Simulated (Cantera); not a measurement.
Input: 1 mol Si, a varied amount of Br2, 18 mol N2, equilibrated at 1475 K and 24.0 mbar.

These are equilibrium values from Cantera (NASA tables, ideal gas, pure condensed phases), not measurements of a reactor. Candidate condensed phases: Br2, Si, Si3N4; 13 gas species. N2 is the only nitrogen source here; it is nearly inert below about 1500 K, so the nitride shown seldom forms there in practice. The tables' values for SiBr3 are old estimates; treat these amounts as uncertain. The numbers say what is thermodynamically allowed, not how fast it happens.

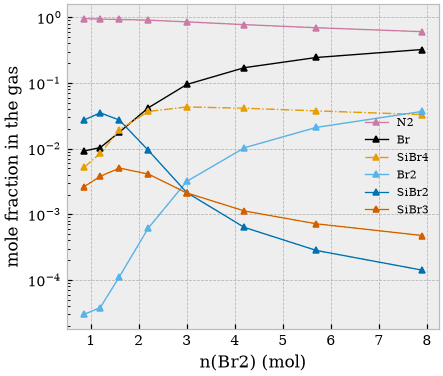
Equilibrium gas composition (values under 1e-9 drawn at 1e-9)

**Question.** Read off the mole fractions at 4.2 mol Br2.

**Answer.** N2 about 0.78, Br about 0.17, SiBr4 about 0.041, Br2 about 0.010, SiBr3 about 0.0011, SiBr2 about 0.00063.
